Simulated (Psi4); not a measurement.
**SnCl2F2 (SMILES [F][Sn]([F])([Cl])[Cl]) at PBE0/def2-TZVPP (density fitting, core potential, sweep point 4)**

Aim: the vertical ionisation energy of SnCl2F2 at PBE0/def2-TZVPP (density fitting, core potential, sweep point 4), from 2 runs. 

Program for the calculation: Psi4 1.11.

## (1) The system as given

SnCl2F2: 5 atoms, total charge 0, spin state singlet. SMILES: `[F][Sn]([F])([Cl])[Cl]`. The coordinates come from a PBE0-D4/def2-TZVP relaxation.

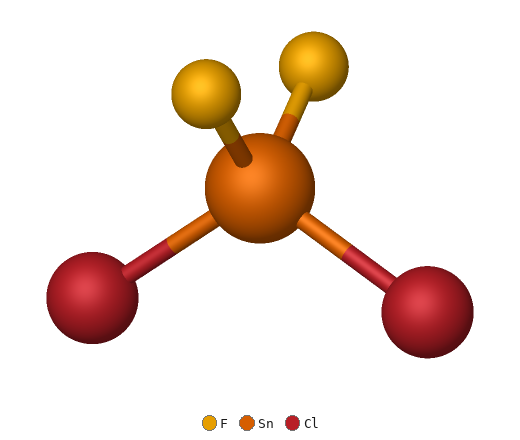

Viewed from a chosen angle; fluorine amber, tin orange, chlorine red.

## (2) The energy at PBE0/def2-TZVPP (density fitting, core potential, sweep point 4)

job.in reads:

```
memory 1600 mb

molecule {
  0 1
  F     -0.25700275    -0.60187777     3.53662244
  Sn     0.05971535    -0.06916398     0.02570028
  F      2.85159672    -2.04128216    -0.98851574
  Cl    -3.47274970    -1.49855282    -1.94641791
  Cl     0.91273772     4.07179288    -0.70562373
  units bohr
  symmetry c1
}

set basis def2-TZVPP
set puream true
set scf_type df
set dft_radial_points 99
set dft_spherical_points 590

e, wfn = energy("pbe0", return_wfn=True)
```

Command:

```
psi4 -i job.in -o job.out -n 1
```

job.out:

```text
[...]
    !!!  WARNING: ECP capability is in beta. Please check occupations closely.  !!!
[...]
  Running in c1 symmetry.
[...]
  Nuclear repulsion =  435.160609086283159
[...]
  Multiplicity = 1
[...]
  Nalpha       = 37
  Nbeta        = 37
[...]
    Number of basis functions: 196
[...]
 WARNING: Atomic UHF is not converging! Try casting from a smaller basis or call Rob at CCMST.
   -------------------------
[...]
   @DF-RKS iter   1: -1333.91507875231946   -1.24961e+00   4.43319e-03 ADIIS/DIIS
[...]
   @DF-RKS iter   9: -1334.17242922595983   -5.05686e-08   3.98442e-07 DIIS
[...]
    Orbital Energies [Eh]
    ---------------------
    Doubly Occupied:
       1A   -101.743222     2A   -101.743213     3A    -24.770231
       4A    -24.770204     5A     -9.569347     6A     -9.569342
       7A     -7.302007     8A     -7.302001     9A     -7.295746
      10A     -7.295740    11A     -7.295709    12A     -7.295703
      13A     -5.243670    14A     -3.578048    15A     -3.577085
      16A     -3.576517    17A     -1.235659    18A     -1.225880
      19A     -1.149265    20A     -1.141183    21A     -1.140856
      22A     -1.129447    23A     -1.105232    24A     -0.882049
      25A     -0.867467    26A     -0.579244    27A     -0.484461
      28A     -0.474575    29A     -0.471680    30A     -0.443083
      31A     -0.437952    32A     -0.437170    33A     -0.417460
      34A     -0.386734    35A     -0.385290    36A     -0.379266
[...]
  @DF-RKS Final Energy: -1334.17242922595983
   => Energetics <=
    Nuclear Repulsion Energy =            435.1606090862831593
    One-Electron Energy =               -2793.6192317217737582
    Two-Electron Energy =                1096.3583377197121536
    DFT Exchange-Correlation Energy =     -72.0721443101816561
    Empirical Dispersion Energy =           0.0000000000000000
    VV10 Nonlocal Energy =                  0.0000000000000000
    Total Energy =                      -1334.1724292259598315
[...]
 Multipole Moments:
 ------------------------------------------------------------------------------------
     Multipole            Electronic (a.u.)      Nuclear  (a.u.)        Total (a.u.)
 ------------------------------------------------------------------------------------
 L = 1.  Multiply by 2.5417464519 to convert [e a0] to [Debye]
 Dipole X            :          7.7716172           -8.1149821           -0.3433648
 Dipole Y            :         -7.8647260            8.2122981            0.3475721
 Dipole Z            :          7.8433645           -8.1894411           -0.3460766
 Magnitude           :                                                    0.5987276
[...]
```

Run time: 30 s. Hardware: 1 thread of AMD EPYC 7R43 (Zen 3), shared host; peak memory 1.4 GiB.

## (3) The doublet cation at the same level

calc.dat reads:

```
memory 1600 mb

molecule mol {
  1 2
  F     -0.25700275    -0.60187777     3.53662244
  Sn     0.05971535    -0.06916398     0.02570028
  F      2.85159672    -2.04128216    -0.98851574
  Cl    -3.47274970    -1.49855282    -1.94641791
  Cl     0.91273772     4.07179288    -0.70562373
  units bohr
  symmetry c1
}

set {
  reference            uks
  puream               true
  scf_type             df
  dft_radial_points    99
  dft_spherical_points 590
  maxiter              100
}

e_tot, wfn = energy('pbe0/def2-TZVPP', return_wfn=True)
```

Command:

```
psi4 -n 1 calc.dat calc.out
```

calc.out:

```text
[...]
    !!!  WARNING: ECP capability is in beta. Please check occupations closely.  !!!
[...]
  Running in c1 symmetry.
[...]
  Nuclear repulsion =  435.160609086283159
[...]
  Multiplicity = 2
[...]
  Nalpha       = 37
  Nbeta        = 36
[...]
    Number of basis functions: 196
[...]
 WARNING: Atomic UHF is not converging! Try casting from a smaller basis or call Rob at CCMST.
   -------------------------
[...]
   @DF-UKS iter   1: -1333.43925547581853   -7.73787e-01   4.36923e-03 ADIIS/DIIS
[...]
   @DF-UKS iter  19: -1333.71746668117180   -9.40765e-07   9.01623e-07 DIIS
[...]
   @S^2 Observed:                7.595876544E-01
[...]
    Orbital Energies [Eh]
    ---------------------
    Alpha Occupied:
       1A   -102.019661     2A   -102.019618     3A    -24.955808
       4A    -24.955708     5A     -9.842623     6A     -9.842579
       7A     -7.579400     8A     -7.579355     9A     -7.571523
      10A     -7.571479    11A     -7.565955    12A     -7.565911
      13A     -5.456507    14A     -3.792560    15A     -3.789916
      16A     -3.787521    17A     -1.426362    18A     -1.414409
      19A     -1.365157    20A     -1.353608    21A     -1.353332
      22A     -1.335160    23A     -1.305139    24A     -1.144323
      25A     -1.131616    26A     -0.791112    27A     -0.690673
      28A     -0.688571    29A     -0.670089    30A     -0.654007
      31A     -0.647724    32A     -0.628525    33A     -0.621877
      34A     -0.621646    35A     -0.619808    36A     -0.616558
[...]
  @DF-UKS Final Energy: -1333.71746668117180
   => Energetics <=
    Nuclear Repulsion Energy =            435.1606090862831593
    One-Electron Energy =               -2776.7452406072552549
    Two-Electron Energy =                1079.6618062749189448
    DFT Exchange-Correlation Energy =     -71.7946414351187201
    Empirical Dispersion Energy =           0.0000000000000000
    VV10 Nonlocal Energy =                  0.0000000000000000
    Total Energy =                      -1333.7174666811717998
[...]
 Multipole Moments:
 ------------------------------------------------------------------------------------
     Multipole            Electronic (a.u.)      Nuclear  (a.u.)        Total (a.u.)
 ------------------------------------------------------------------------------------
 L = 1.  Multiply by 2.5417464519 to convert [e a0] to [Debye]
 Dipole X            :          7.0576416           -8.1149821           -1.0573404
 Dipole Y            :         -7.1433965            8.2122981            1.0689016
 Dipole Z            :          7.1238236           -8.1894411           -1.0656175
 Magnitude           :                                                    1.8428402
[...]
```

Run time: 91 s. Hardware: 1 thread of AMD EPYC 7R43 (Zen 3), shared host; peak memory 1.4 GiB.

## (4) Summary of results

Level: PBE0/def2-TZVPP (density fitting, core potential, sweep point 4).

| quantity | value |
| --- | --- |
| singlet SnCl2F2: total energy | -1334.17243 Eh |
| singlet SnCl2F2: dipole moment | 1.52 D |
| singlet SnCl2F2: HOMO energy | -10.23 eV |
| singlet SnCl2F2: LUMO energy | -3.27 eV |
| singlet SnCl2F2: HOMO–LUMO gap | 6.95 eV |
| doublet cation: total energy | -1333.71747 Eh |
| doublet cation: HOMO energy (highest over α and β) | -15.97 eV |
| doublet cation: LUMO energy (lowest over α and β) | -14.52 eV |
| doublet cation: ⟨S²⟩ | 0.760 |
| vertical ionisation energy (to the doublet cation) | 12.380 eV |

In words: The vertical ionisation energy comes to 12.38 eV (1195 kJ/mol). The negative HOMO energy of the first species, 10.23 eV, lies 2.15 eV below that difference.
